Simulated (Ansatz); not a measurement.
# H₆OSeSi (built from SMILES O[SiH3].[SeH2]): a short trajectory

Aim: follow the atoms for 80 steps of 1.0 fs at constant energy, with velocities drawn for 300 K, and see to which side of the barrier the system falls.

The runs use Ansatz 0.2.0, Gaussian basis; Hartree-Fock/def2-SVP.

### Step 1. The starting structure

The start, a first-order saddle point found at PBE0-D4 in triple zeta: 9 atoms, charge 0, spin multiplicity 1.

Atoms are counted from 1 here; the program's logs count them from 0.

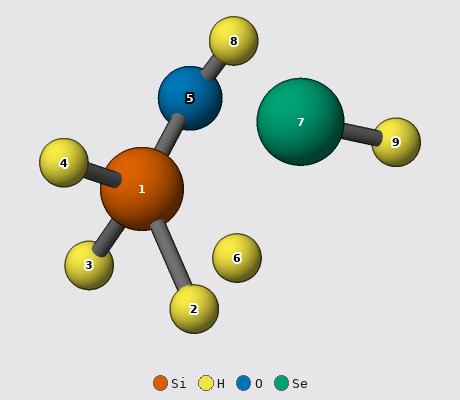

Start geometry, drawn with silicon orange, hydrogen yellow, oxygen blue, selenium teal; atoms are numbered from 1 in the order of the file.

Geometry (Å):

```xyz
9
H6OSeSi
Si   -0.58584   -0.49700    0.34073
H     0.55951   -1.46602   -0.49018
H    -1.53901   -1.55262   -0.09195
H    -0.11224   -0.76964    1.71125
O    -1.47046    0.80562   -0.08506
H     1.06879   -0.70371   -0.36025
Se    1.64757    1.05836    0.15693
H    -1.00874    1.64016    0.05372
H     1.44041    1.48498   -1.23520
```

### Step 2. The run

File md/in.yaml:

```yaml
crystal:
  periodic: [false, false, false]
  atoms:
    - {symbol: Si, position_ang: [-0.585836, -0.497004, 0.340729]}
    - {symbol: H, position_ang: [0.559513, -1.466023, -0.490176]}
    - {symbol: H, position_ang: [-1.539009, -1.552624, -0.091950]}
    - {symbol: H, position_ang: [-0.112243, -0.769642, 1.711255]}
    - {symbol: O, position_ang: [-1.470457, 0.805617, -0.085061]}
    - {symbol: H, position_ang: [1.068792, -0.703715, -0.360252]}
    - {symbol: Se, position_ang: [1.647571, 1.058356, 0.156931]}
    - {symbol: H, position_ang: [-1.008741, 1.640159, 0.053721]}
    - {symbol: H, position_ang: [1.440412, 1.484976, -1.235197]}
basis:
  gaussian: {orbitals: def2-SVP}
hamiltonian: {xc: hf}
md: {n_steps: 80, timestep: 1.0, temperature: 300, ensemble: nve, seed: 367, initial_velocities: maxwell_boltzmann}
```

Started as:

```bash
$ ansatz run in.yaml --threads 4 --pin off --events-out ev --progress --plain --max-ram 9574MiB
```

**Question.** What will these runs give? Wanted: temperature at the start; mean temperature, second half; lowest and highest potential energy, from the first frame; largest change of potential + kinetic; bonds lost by distance.

**Answer**, as computed:

```
                                                 quantity              value
                                                   length  80 steps, 80.0 fs
                                 temperature at the start              300 K
                            mean temperature, second half             2637 K
lowest and highest potential energy, from the first frame   -2392 and 78 meV
                    largest change of potential + kinetic           10.3 meV
                                   bonds lost by distance             Si1–H2
```

**Reading.** By the last frame it has moved towards the side where Si1–Se7, H2–H6 form. The system runs downhill by 2.39 eV, and that energy turns into motion. With no thermostat the total energy should stay fixed; it holds within 10.3 meV, small beside the kinetic energy, so the time step serves. The temperature runs between 220 and 2936 K.
